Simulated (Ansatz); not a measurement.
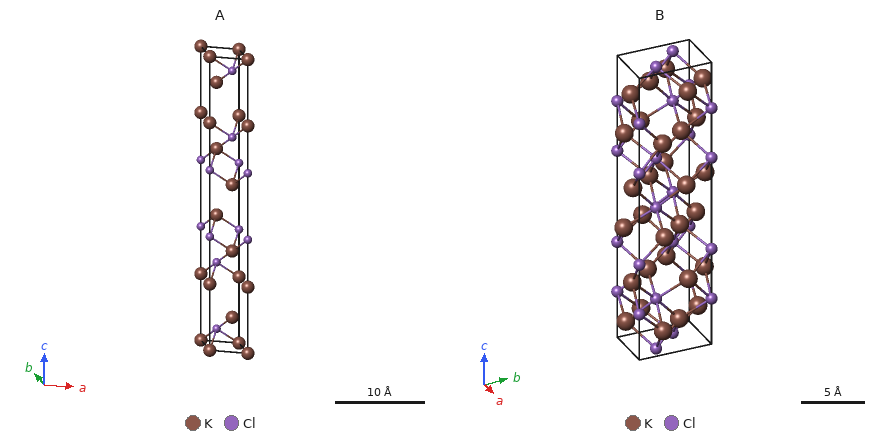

Two structures of K₃Cl₂, each relaxed to rest (conventional cells in solid outline, small ones repeated, not to one scale). Method: DFT PBE, scalar-relativistic, plane waves, PAW in Ansatz 0.2.0, without spin polarisation.

What structure does each panel show?

Answer. A: 15 atoms a cell on a rhombohedral (trigonal R) lattice, R-3m. B: 30 atoms a cell on a rhombohedral (trigonal R) lattice, R-3c.

What is the energy order of the two?

Answer. A is lower, by 79 meV/atom at this level of theory (energies at zero smearing). Volumes: A 40.7, B 41.3 Å³/atom.

One or both may be structure types tried for this composition rather than known phases.
